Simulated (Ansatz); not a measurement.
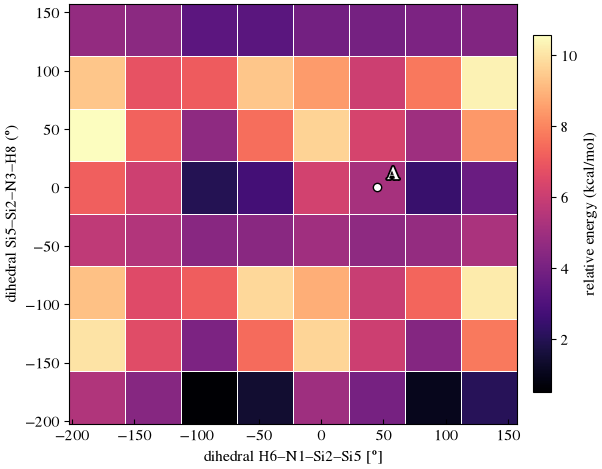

FH7N2Si2, SMILES N[Si](N)(F)[SiH3]. 
- First axis: dihedral H6–N1–Si2–Si5. Second axis: dihedral Si5–Si2–N3–H8.
- Nothing is relaxed (all other coordinates rigid).
- The scan uses an 8 × 8 grid.
- All energies are given in kcal/mol relative to the relaxed molecule at the same level.
- These are results of RKS wB97X-V/def2-SVP (Ansatz 0.2.0), not measurements.

The picture shows one coloured cell a grid point, the point A.

**Which way does the force act at A, and how strong is it?**

A, at dihedral H6–N1–Si2–Si5 = 45°, dihedral Si5–Si2–N3–H8 = 0°, is not a stationary point. The computed force is 0.069 kcal/mol for each degree towards larger values of dihedral H6–N1–Si2–Si5 and 0.028 kcal/mol for each degree towards smaller values of dihedral Si5–Si2–N3–H8.
